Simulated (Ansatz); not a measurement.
# Cu2Au, from a guessed structure to a relaxed one

Starting from a made-up structure for Cu2Au, the aim is the relaxed cell, its shortest contacts and, where a second run follows, its electronic structure.

Main program and level: Ansatz 0.2.0; DFT, PBEsol, plane-wave PAW, files of the set soft_1, scalar-relativistic, ferromagnetic start, cell and ions relaxed at zero pressure; PAW set soft_1, in the first sound run; inputs show where later runs differ.

**1. Starting point**

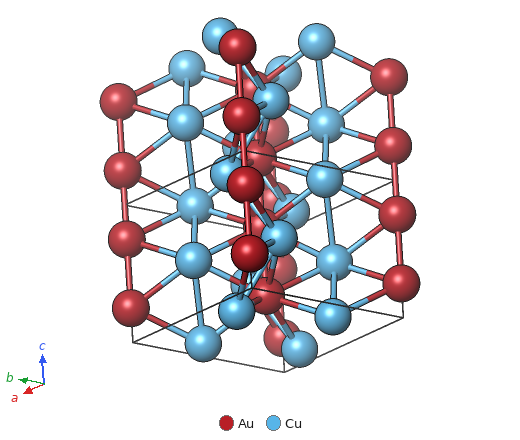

The cell as given, from a free direction (gold red, copper blue). 1×1×2 cells are drawn. This picture shows the conventional cell, with its axes. Some periodic images of atoms are drawn too.

**2. Relaxing cell and atoms**

The guessed cell has no reason to be at equilibrium. It is relaxed with the atoms, within the space group of the guess.

input.yaml reads:

```yaml
crystal:
  lattice:
    - [-2.91, 2.91, 2.1905]
    - [2.91, -2.91, 2.1905]
    - [2.91, 2.91, -2.1905]
  atoms:
    - { symbol: Au, position: [0.75, 0.75, 0.0] }
    - { symbol: Au, position: [0.25, 0.25, 0.0] }
    - { symbol: Cu, position: [0.836, 0.664, 0.5], spin: 0.6 }
    - { symbol: Cu, position: [0.336, 0.836, 0.172], spin: 0.6 }
    - { symbol: Cu, position: [0.164, 0.336, 0.5], spin: 0.6 }
    - { symbol: Cu, position: [0.664, 0.164, 0.828], spin: 0.6 }
magnetization:
  spin_polarized: true
kpoints:
  mp_grid: { grid: [8, 8, 8] }
scf:
  occupations: { method: fermi_dirac, width: 0.05 }
hamiltonian:
  xc: pbesol
  pseudopotentials: { kind: paw, azcp: { folder: soft_1 }, xc_functional: pbe }
relax:
  f_tol: 0.015
  max_steps: 70
  cell: {}
output:
  forces: true
  stress: true
```

Started as:

```sh
$ ansatz run input.yaml --threads 4 --pin off --max-ram 10240MiB --backend cpu --events-out ev --progress --plain --runs-dir out
```

Numbers of over 12 decimals in the logs are rounded to 6 here.

Log:

```text
Engine: ansatz 0.2.0, aarch64-unknown-linux-gnu
Pseudopotentials: kind: paw
Pseudopotential: Au, paw, valence charge 19, recommended cutoff 420 eV (normal), soft_1/Au.paw.azcp
Pseudopotential: Cu, paw, valence charge 19, recommended cutoff 420 eV (normal), soft_1/Cu.paw.azcp
Functional definition: PBEsol
  exchange = pbesol_x
  correlation = pbesol_c
Crystal: 6 atoms, lattice volume = 74.197 Å³
Basis set: ecut = 420 eV, 1431 PW (Γ), exchange–correlation on 64×64×64 points (8 copies of the dense FFT grid, shifted against one another)
Bands: 70, of which v1, the nominal top of the filled ones, is band 57 counted from 1 (56 counted from 0)
Symmetry: 16 space group operations
Space group: I4/mcm (ITA 140), of the structure as read, at distance tolerance 4.2e-5 Å
Magnetic group: BNS 140.541 (UNI 1201), of the structure as read, at distance tolerance 4.2e-5 Å
k-points: 59 of 512
Non-local potential: Au, projectors of the file, l = 0: 3, l = 1: 2, l = 2: 2, l = 3: 1
Non-local potential: Cu, projectors of the file, l = 0: 3, l = 1: 2, l = 2: 3, l = 3: 1
PAW form: soft (Blöchl's): semilocal exchange-correlation on the pseudo side does not see the compensation charge
PAW frozen core: Au, regenerated for the run's functional, and the local potential with it (the file was generated under x = pbe(κ = 0.804, μ = 0.219515), c = pbe(β = 0.066725))
PAW frozen core: Cu, regenerated for the run's functional, and the local potential with it (the file was generated under x = pbe(κ = 0.804, μ = 0.219515), c = pbe(β = 0.066725))
PAW one-centre angular grid: Au, 590 points (default); XC on 64 Gauss nodes
PAW one-centre angular grid: Cu, 590 points (default); XC on 64 Gauss nodes
Initial density: superposition of atomic densities (chi_scale 0.1, normalization cell, long waves kept (reshape's long-wave potential 0.00 eV rms))
Starting moments: Σ|m| = 2.4 μB on 4 of 6 sites
Initial wavefunctions: pseudopotential atomic-orbital guess
Functional: x = pbesol(κ = 0.804, μ = 0.123457), c = pbesol(β = 0.046)
SCF iter   1: F=—  HF=-52371.632196 eV  |F-HF|=—  |Δ(HF+E_count)|=         —  Δρ=1.10e-1 (↑9.30e-2 ↓1.10e-1)  dr2=3.27e1  dr2_m=2.74e0  M=0.289 μB ∫|m|=0.308 μB  β_m=0.30  ethr=3.10e-3  ⟨swp⟩=5.3  Hψ=26236  notcnv=0  defer=56
preconditioner: auto → Kerker (q_TF=auto, 2.931 Å⁻¹)  [metal: Δε(μ)=0.005 eV  Ē_g=11.745 eV  σ=0.050 eV  W_gap=0.02  n_scr=34 (ndim 8)  ℏωp=35.0 eV  f_vac=0.000  D(μ)=4.28/eV (n_scr^D=38)]
spin=Collinear: Kerker preconditioning applied to the charge; magnetization (m = ρ↑ − ρ↓) channel mixes plain (no charge-response kernel on spin).
SCF iter   2: F=—  HF=-52367.920105 eV  |F-HF|=—  |Δ(HF+E_count)|=    3.71e0  Δρ=6.93e-2 (↑6.93e-2 ↓5.39e-2)  dr2=8.59e0  dr2_m=1.46e0  M=0.164 μB ∫|m|=0.246 μB  β_m=0.30  ethr=3.10e-3  ⟨swp⟩=2.2  Hψ=14121  notcnv=0  defer=708
SCF iter   3: F=—  HF=-52366.422134 eV  |F-HF|=—  |Δ(HF+E_count)|=    1.50e0  Δρ=4.08e-2 (↑4.08e-2 ↓3.46e-2)  dr2=1.28e0  dr2_m=8.19e-1  M=0.069 μB ∫|m|=0.206 μB  β_m=0.30  ethr=3.10e-3  ⟨swp⟩=2.2  Hψ=14048  notcnv=0  defer=753
SCF iter   4: F=—  HF=-52366.283541 eV  |F-HF|=—  |Δ(HF+E_count)|=   1.39e-1  Δρ=3.41e-2 (↑3.41e-2 ↓2.06e-2)  dr2=3.52e-1  dr2_m=4.43e-1  M=0.040 μB ∫|m|=0.172 μB  β_m=0.30  ethr=1.12e-3  ⟨swp⟩=2.2  Hψ=10885  notcnv=0  defer=755
SCF iter   5: F=—  HF=-52366.253871 eV  |F-HF|=—  |Δ(HF+E_count)|=   2.97e-2  Δρ=2.15e-2 (↑2.15e-2 ↓2.10e-2)  dr2=3.98e-1  dr2_m=2.39e-1  M=0.029 μB ∫|m|=0.136 μB  β_m=0.30  ethr=3.09e-4  ⟨swp⟩=3.1  Hψ=15784  notcnv=0  defer=744
SCF iter   6: F=—  HF=-52366.234596 eV  |F-HF|=—  |Δ(HF+E_count)|=   1.93e-2  Δρ=1.60e-2 (↑1.23e-2 ↓1.60e-2)  dr2=1.25e-2  dr2_m=1.33e-1  M=0.020 μB ∫|m|=0.102 μB  β_m=0.30  ethr=3.09e-4  ⟨swp⟩=2.5  Hψ=13763  notcnv=0  defer=757
SCF iter   7: F=—  HF=-52366.266965 eV  |F-HF|=—  |Δ(HF+E_count)|=   3.24e-2  Δρ=1.33e-2 (↑7.98e-3 ↓1.33e-2)  dr2=4.89e-2  dr2_m=7.32e-2  M=0.014 μB ∫|m|=0.078 μB  β_m=0.30  ethr=1.10e-5  ⟨swp⟩=2.0  Hψ=15082  notcnv=0  defer=757
Mixer restart at iter 7: flushing history
spin-set hold released at iteration 7 (site moments contracting): the magnetisation degrees of freedom join the quasi-Newton model from the next iteration; the mixer history was flushed
SCF iter   8: F=—  HF=-52366.265112 eV  |F-HF|=—  |Δ(HF+E_count)|=   1.85e-3  Δρ=9.08e-3 (↑6.61e-3 ↓9.08e-3)  dr2=2.03e-2  dr2_m=4.02e-2  M=0.009 μB ∫|m|=0.061 μB  β_m=0.65  ethr=1.10e-5  ⟨swp⟩=1.8  Hψ=9426  notcnv=0  defer=757
SCF iter   9: F=—  HF=-52366.267793 eV  |F-HF|=—  |Δ(HF+E_count)|=   2.68e-3  Δρ=3.32e-3 (↑1.89e-3 ↓3.32e-3)  dr2=1.25e-2  dr2_m=3.59e-4  M=-0.000 μB ∫|m|=0.011 μB  β_m=0.51  ethr=1.10e-5  ⟨swp⟩=2.0  Hψ=13612  notcnv=0  defer=757
SCF iter  10: F=—  HF=-52366.263781 eV  |F-HF|=—  |Δ(HF+E_count)|=   4.01e-3  Δρ=1.06e-3 (↑1.06e-3 ↓5.36e-4)  dr2=1.14e-3  dr2_m=6.77e-5  M=-0.001 μB ∫|m|=0.007 μB  β_m=0.76  ethr=1.10e-5  ⟨swp⟩=2.2  Hψ=12133  notcnv=0  defer=757
SCF iter  11: F=—  HF=-52366.263774 eV  |F-HF|=—  |Δ(HF+E_count)|=   6.59e-6  Δρ=2.24e-4 (↑2.24e-4 ↓1.26e-4)  dr2=1.19e-4  dr2_m=3.21e-6  M=-0.000 μB ∫|m|=0.002 μB  β_m=0.88  ethr=9.99e-7  ⟨swp⟩=2.1  Hψ=11075  notcnv=0  defer=754
SCF iter  12: F=—  HF=-52366.263751 eV  |F-HF|=—  |Δ(HF+E_count)|=   2.25e-5  Δρ=9.38e-5 (↑9.38e-5 ↓8.35e-5)  dr2=1.81e-5  dr2_m=2.31e-8  M=-0.000 μB ∫|m|=0.000 μB  β_m=0.94  ethr=1.04e-7  ⟨swp⟩=2.0  Hψ=10181  notcnv=0  defer=754
SCF iter  13: F=—  HF=-52366.263750 eV  |F-HF|=—  |Δ(HF+E_count)|=   1.62e-6  Δρ=5.01e-5 (↑4.48e-5 ↓5.01e-5)  dr2=8.42e-6  dr2_m=1.23e-8  M=0.000 μB ∫|m|=0.000 μB  β_m=0.97  ethr=1.59e-8  ⟨swp⟩=1.7  Hψ=9774  notcnv=0  defer=754
SCF iter  14: F=—  HF=-52366.263748 eV  |F-HF|=—  |Δ(HF+E_count)|=   1.60e-6  Δρ=1.12e-5 (↑9.62e-6 ↓1.12e-5)  dr2=2.70e-7  dr2_m=1.00e-9  M=0.000 μB ∫|m|=0.000 μB  β_m=0.93  ethr=7.39e-9  ⟨swp⟩=2.1  Hψ=10664  notcnv=0  defer=754
SCF iter  15: F=—  HF=-52366.263748 eV  |F-HF|=—  |Δ(HF+E_count)|=   1.70e-7  Δρ=3.87e-6 (↑1.78e-6 ↓3.87e-6)  dr2=1.82e-8  dr2_m=1.46e-9  M=0.000 μB ∫|m|=0.000 μB  β_m=0.97  ethr=8.77e-11  ⟨swp⟩=4.0  Hψ=24374  notcnv=0
SCF iter  16: F=-52366.263748 eV  HF=-52366.263748 eV  |F-HF|=5.31e-10  |Δ(HF+E_count)|=   8.74e-9  Δρ=6.50e-7 (↑4.39e-7 ↓6.50e-7)  dr2=7.33e-10  dr2_m=4.25e-11  M=0.000 μB ∫|m|=0.000 μB  ethr=1.60e-11  ⟨swp⟩=3.0  Hψ=18252  notcnv=0
[...]
relax step   9: F+E_penalty+E_count = -52371.23588251 eV  Δ(F+E_penalty+E_count) = -9.418e-2 eV  max|allowed force component| = 1.514e-4 eV/Å  Δτ_max = 0.0000 Å  P = +1.782 GPa  Ω = 88.202 Å³  stress off target by 4.79e0 GPa  SCF on the basis re-selected at this cell (its energy is not comparable with the rows above)  (10 SCF iters)
relax step  10: F+E_penalty+E_count = -52371.26666401 eV  Δ(F+E_penalty+E_count) = -3.078e-2 eV  max|allowed force component| = 1.092e-2 eV/Å  Δτ_max = 0.0090 Å  P = +0.943 GPa  Ω = 88.534 Å³  energy of the carried Pulay correction = -2.197e-4 eV  (7 SCF iters, dr2 threshold 6.00e-7 eV, accepted)
relax step  11: F+E_penalty+E_count = -52371.27785884 eV  Δ(F+E_penalty+E_count) = -1.119e-2 eV  max|allowed force component| = 1.908e-3 eV/Å  Δτ_max = 0.0131 Å  P = +0.145 GPa  Ω = 88.985 Å³  energy of the carried Pulay correction = -5.150e-4 eV  (7 SCF iters, dr2 threshold 6.00e-7 eV, accepted)
relax step  12: F+E_penalty+E_count = -52371.27869162 eV  Δ(F+E_penalty+E_count) = -8.328e-4 eV  max|allowed force component| = 4.817e-3 eV/Å  Δτ_max = 0.0040 Å  P = -0.066 GPa  Ω = 89.107 Å³  energy of the carried Pulay correction = -5.962e-4 eV  (6 SCF iters, dr2 threshold 6.00e-7 eV, accepted)
relax step  13: F+E_penalty+E_count = -52371.27873811 eV  Δ(F+E_penalty+E_count) = -4.649e-5 eV  max|allowed force component| = 5.033e-5 eV/Å  Δτ_max = 0.0013 Å  P = +0.000 GPa  Ω = 89.073 Å³  energy of the carried Pulay correction = -5.752e-4 eV  (6 SCF iters, dr2 threshold 1.13e-8 eV, accepted)
iter 1 solved again at ethr=7.58e-8 eV; its pass at ethr=3.10e-3 eV (dr2=8.64e-5 eV) is discarded
SCF iter   1: F=—  HF=-52371.277311 eV  |F-HF|=—  |Δ(HF+E_count)|=         —  Δρ=7.21e-4 (↑7.21e-4 ↓7.21e-4)  dr2=4.05e-5  dr2_m=2.27e-11  M=0.000 μB ∫|m|=0.000 μB  β_m=0.30  ethr=7.58e-8  ⟨swp⟩=3.0  Hψ=49190  notcnv=0
preconditioner: auto → Kerker (q_TF=auto, 2.843 Å⁻¹)  [metal: Δε(μ)=0.027 eV  Ē_g=10.294 eV  σ=0.050 eV  W_gap=0.13  n_scr=42 (ndim 8)  ℏωp=32.0 eV  f_vac=0.000  D(μ)=1.58/eV (n_scr^D=12)]
spin=Collinear: Kerker preconditioning applied to the charge; magnetization (m = ρ↑ − ρ↓) channel mixes plain (no charge-response kernel on spin).
SCF iter   2: F=—  HF=-52371.278208 eV  |F-HF|=—  |Δ(HF+E_count)|=   8.97e-4  Δρ=5.09e-4 (↑5.09e-4 ↓5.09e-4)  dr2=2.01e-5  dr2_m=1.27e-11  M=0.000 μB ∫|m|=0.000 μB  β_m=0.65  ethr=3.55e-8  ⟨swp⟩=1.0  Hψ=8260  notcnv=0
SCF iter   3: F=—  HF=-52371.279016 eV  |F-HF|=—  |Δ(HF+E_count)|=   8.08e-4  Δρ=3.23e-5 (↑3.23e-5 ↓3.23e-5)  dr2=1.97e-6  dr2_m=2.37e-13  M=0.000 μB ∫|m|=0.000 μB  β_m=0.46  ethr=1.76e-8  ⟨swp⟩=1.1  Hψ=8456  notcnv=0
SCF iter   4: F=—  HF=-52371.279013 eV  |F-HF|=—  |Δ(HF+E_count)|=   3.81e-6  Δρ=3.11e-6 (↑3.11e-6 ↓3.11e-6)  dr2=1.03e-8  dr2_m=2.17e-13  M=0.000 μB ∫|m|=0.000 μB  β_m=0.50  ethr=1.73e-9  ⟨swp⟩=2.0  Hψ=10760  notcnv=0
SCF iter   5: F=—  HF=-52371.279013 eV  |F-HF|=—  |Δ(HF+E_count)|=   1.01e-8  Δρ=1.05e-6 (↑1.05e-6 ↓1.05e-6)  dr2=1.63e-9  dr2_m=8.03e-14  M=0.000 μB ∫|m|=0.000 μB  β_m=0.72  ethr=9.05e-12  ⟨swp⟩=2.1  Hψ=12164  notcnv=0
SCF iter   6: F=—  HF=-52371.279009 eV  |F-HF|=—  |Δ(HF+E_count)|=   3.83e-6  Δρ=2.55e-7 (↑2.55e-7 ↓2.55e-7)  dr2=2.50e-10  dr2_m=5.81e-15  M=0.000 μB ∫|m|=0.000 μB  β_m=0.85  ethr=1.43e-12  ⟨swp⟩=2.0  Hψ=12202  notcnv=0
SCF iter   7: F=—  HF=-52371.279009 eV  |F-HF|=—  |Δ(HF+E_count)|=  2.91e-11  Δρ=1.51e-7 (↑1.50e-7 ↓1.51e-7)  dr2=8.09e-11  dr2_m=1.61e-16  M=0.000 μB ∫|m|=0.000 μB  β_m=0.93  ethr=1.00e-12  ⟨swp⟩=3.0  Hψ=22178  notcnv=0
SCF iter   8: F=-52371.279009 eV  HF=-52371.279009 eV  |F-HF|=1.46e-11  |Δ(HF+E_count)|=  7.28e-12  Δρ=4.34e-8 (↑4.34e-8 ↓4.34e-8)  dr2=7.62e-12  dr2_m=6.79e-18  M=-0.000 μB ∫|m|=0.000 μB  ethr=1.00e-12  ⟨swp⟩=3.0  Hψ=19271  notcnv=0
the starting moments were not kept: the SCF closed with an absolute magnetisation of 4.9e-9 μB, where they sum to 2.4 μB in size (4 sites). That is at most 0.1 of that sum. Measured as dr2_m measures the in/out step, that magnetisation stands 1.5e-18 eV from none, at or under the dr2_threshold of 6.0e-11 eV: it is no larger than a step whose dr2_m would equal this threshold.
SCF 14 converged in 8 iterations: F = -52371.279009 eV  dr2 = 7.62e-12
relax step  14: F+E_penalty+E_count = -52371.27900874 eV  Δ(F+E_penalty+E_count) = -2.706e-4 eV  max|allowed force component| = 1.569e-4 eV/Å  Δτ_max = 0.0000 Å  P = -0.012 GPa  Ω = 89.073 Å³  stress off target by 2.47e-2 GPa  SCF on the basis re-selected at this cell (its energy is not comparable with the rows above)  (8 SCF iters)
basis re-selected at this cell: Δ(F+E_penalty+E_count) = -2.706e-4 eV, ΔP = -0.013 GPa vs the last step (what re-selecting the basis moved, of the pressure what is left beyond the Pulay correction that the steps carried, after the strain that the cell walked since its last selection, with what the two solves' SCF thresholds leave and, on support functions, any second-order correction that the steps lacked; it is no m [...]
SCF converged after 8 iterations
Magnetization: -0.0000 μB (57.0000 up, 57.0000 down)
Absolute magnetization: 0.0000 μB (∫|ρ↑−ρ↓|, with the PAW one-centre terms)
Spin contamination: 0.0000 ħ² per cell (⟨S²⟩ above its minimum at these occupations)
Per-site moments (μB) at R_I (Å): [(-1.4774600102762656e-10, 1.059168), (-1.4774600913765805e-10, 1.059168), (7.809328594720375e-11, 1.003496), (7.809369027611438e-11, 1.003496), (7.8093444989043e-11, 1.003496), (7.809319517669135e-11, 1.003496)]
Free energy (F): -52371.279009 eV
Harris-Foulkes:  -52371.279009 eV  (|F-HF|=1.46e-11)
Internal energy: -52371.265969 eV  (E = F + TS)
E sigma→0 (E₀):  -52371.272489 eV
Entropy (-TS):   -0.013039 eV (-2.173 meV/atom)
Fermi energy:    16.071269 eV
--- Per-component energies (eV) ---
  E_band       = -2059.788653
  E_kinetic    = 2199.601233
  E_local      = -23062.596146  (includes V_loc(G=0)·N_el)
  E_nonlocal   = 3788.560018
  E_hartree    = 9834.448995
  E_xc         = -699.860921
  E_vxc        = -874.169032  (∫ρ·V_xc dr)
  E_paw        = -26308.681458  (= ΣΔE_a)
  E_vpaw       = -3780.090442  (= ΣTr[D̂ρ^β])
  E_aug_tail   = 0.007328  (compensation charges beyond the density's cutoff)
  E_ewald      = -18124.188883
  E_core_change = 1.443865  (= ΣΔE_core)
  E_smearing   = -0.013039  (= −TS)
  E_closure    = -0.000000  (closes the sum)
  Σ components = -52371.279009   (vs F -52371.279009, Δ=0.00e0)
--- Forces (eV/Å), atoms counted from 1 ---
  atom   1  Au     0.00000000     0.00000000     0.00000000
  atom   2  Au     0.00000000     0.00000000    -0.00000000
  atom   3  Cu     0.00015695    -0.00015695     0.00000000
  atom   4  Cu    -0.00015695    -0.00015695     0.00000000
  atom   5  Cu    -0.00015695     0.00015695    -0.00000000
  atom   6  Cu     0.00015695     0.00015695    -0.00000000
  max |Σ_I F_I| component: 1.73e-18 eV/Å
--- Stress (GPa, compression-positive) ---
       -0.005965      -0.000000      -0.000000
       -0.000000      -0.005965       0.000000
       -0.000000       0.000000      -0.024686
  P = ⅓ Tr σ = -0.0122 GPa (-0.122 kbar)
--- Relaxed structure (12 steps of the walk, 12 accepted, 2 SCFs on fresh bases) ---
  F+E_penalty+E_count = -52371.27900874 eV   max|allowed force component| = 1.569e-4 eV/Å   (the final SCF, on the basis selected at the relaxed cell)
  cell:  # Å, volume = 89.0734 Å³
    - [-2.860499, 2.860499, 2.721475]
    - [2.860499, -2.860499, 2.721475]
    - [2.860499, 2.860499, -2.721475]
  atoms:
    - { symbol: Au, position: [0.75, 0.75, 0] }
    - { symbol: Au, position: [0.250000, 0.250000, 0] }
    - { symbol: Cu, position: [0.849660, 0.650340, 0.5] }
    - { symbol: Cu, position: [0.349660, 0.849660, 0.199320] }
    - { symbol: Cu, position: [0.150340, 0.349660, 0.5] }
    - { symbol: Cu, position: [0.650340, 0.150340, 0.800680] }
```

It took 1.8 min on 4 threads of Arm Neoverse V2, shared host; peak memory 0.83 GiB.

Relaxation path:

```csv
step,energy less that of the first step (eV),largest force component (eV/Å),pressure (GPa),volume (Å³)
1,0.0000,1.1910,65.87,74.20
2,-2.5725,0.7914,35.83,79.59
3,-4.0191,0.4909,15.73,84.67
4,-4.7057,0.2199,4.41,87.67
5,-4.8749,0.0334,0.53,88.06
6,-4.8776,0.0178,-0.22,88.33
7,-4.8780,0.0029,0.06,88.17
8,-4.8780,0.0000,-0.01,88.20
9*,-4.9721,0.0002,1.78,88.20
10,-5.0029,0.0109,0.94,88.53
11,-5.0141,0.0019,0.15,88.99
12,-5.0149,0.0048,-0.07,89.11
13,-5.0150,0.0001,0.00,89.07
14*,-5.0153,0.0002,-0.01,89.07
```

Relaxation steps marked * repeat the geometry before them on a plane-wave basis chosen anew for their cell, so energy and pressure can jump there.

Forces are held to the 16 operations that the run works with; a distortion that breaks them can't arise in this run.

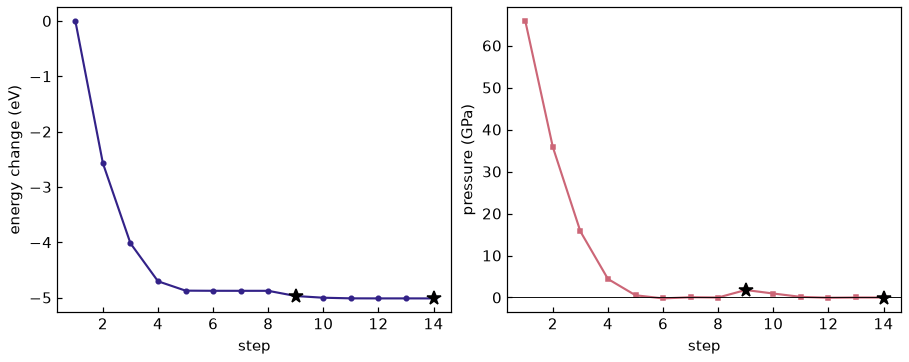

Energy and pressure along the relaxation. Stars mark steps on a basis chosen anew.

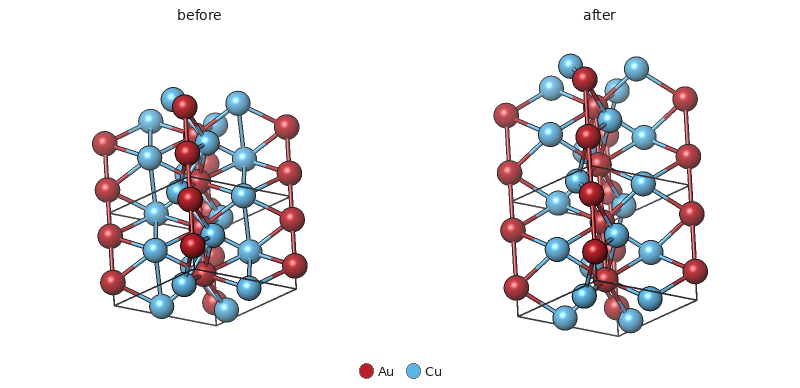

The structure before and after the relaxation, drawn at the same scale.

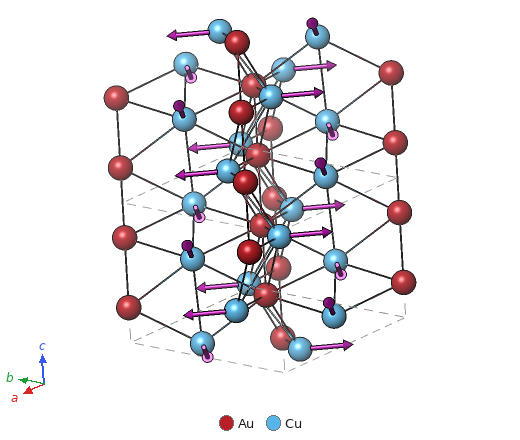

Displacements in the relaxation, exaggerated, measured against the changing cell; the longest in the cell stands for 0.11 Å. 1×1×2 conventional cells are drawn. Some periodic images of atoms are drawn too.

```csv
cell as run,before,after,change
a (Å),4.662,4.876,+4.6 %
b (Å),4.662,4.876,+4.6 %
c (Å),4.662,4.876,+4.6 %
α (°),102.75,108.15,+5.3 %
β (°),102.75,108.15,+5.3 %
γ (°),123.95,112.14,-9.5 %
volume (Å³/atom),12.37,14.85,+20.0 %
```

The atoms that moved most (Å, as changes of fractional coordinates times the final cell):

| atom | dx | dy | dz | length |
| --- | --- | --- | --- | --- |
| Cu3 | -0.078 | 0.078 | 0.000 | 0.111 |
| Cu5 | 0.078 | -0.078 | 0.000 | 0.111 |
| Cu4 | 0.078 | 0.078 | 0.000 | 0.111 |
| Cu6 | -0.078 | -0.078 | 0.000 | 0.111 |

The relaxed structure:

```cif
data_structure
_symmetry_space_group_name_H-M 'P 1'
_symmetry_Int_Tables_number 1
_cell_length_a 4.8756
_cell_length_b 4.8756
_cell_length_c 4.8756
_cell_angle_alpha 108.154
_cell_angle_beta 108.154
_cell_angle_gamma 112.139
_cell_volume 89.07
loop_
_atom_site_label
_atom_site_type_symbol
_atom_site_fract_x
_atom_site_fract_y
_atom_site_fract_z
_atom_site_occupancy
Au1 Au 0.75000 0.75000 0.00000 1
Au2 Au 0.25000 0.25000 0.00000 1
Cu3 Cu 0.84966 0.65034 0.50000 1
Cu4 Cu 0.34966 0.84966 0.19932 1
Cu5 Cu 0.15034 0.34966 0.50000 1
Cu6 Cu 0.65034 0.15034 0.80068 1
```

Numbers from this step:

| Item | Value |
| --- | --- |
| free energy | -52371.2790 eV |
| energy at zero smearing | -52371.2725 eV |
| smearing term TS | 0.01304 eV |
| Fermi energy | 16.07 eV |
| electrons | 114 |
| symmetry operations | 16 |
| pressure | -0.01221 GPa |

The shortest distance of each pair, which need not be the same contact before and after:

| pair | guess (Å) | relaxed (Å) |
| --- | --- | --- |
| Cu–Cu | 2.608 | 2.433 |
| Au–Cu | 2.436 | 2.568 |
| Au–Au | 2.191 | 2.721 |

The relaxation ends with a largest force component of 1.6e-4 eV/Å and a pressure of -0.01 GPa. The starting moments have collapsed: the run ends non-magnetic.

[end of part 1 of 2]

[Logs are printed without paths, hosts, clocks, repeated set-up lines and the standing remarks that a program may print on its own settings, such as how far it seeks lower states.]

[Hosts, paths, dates, database ids (printed as entryN), source tags and the programs' standing remarks are cut or masked in the printed files.]
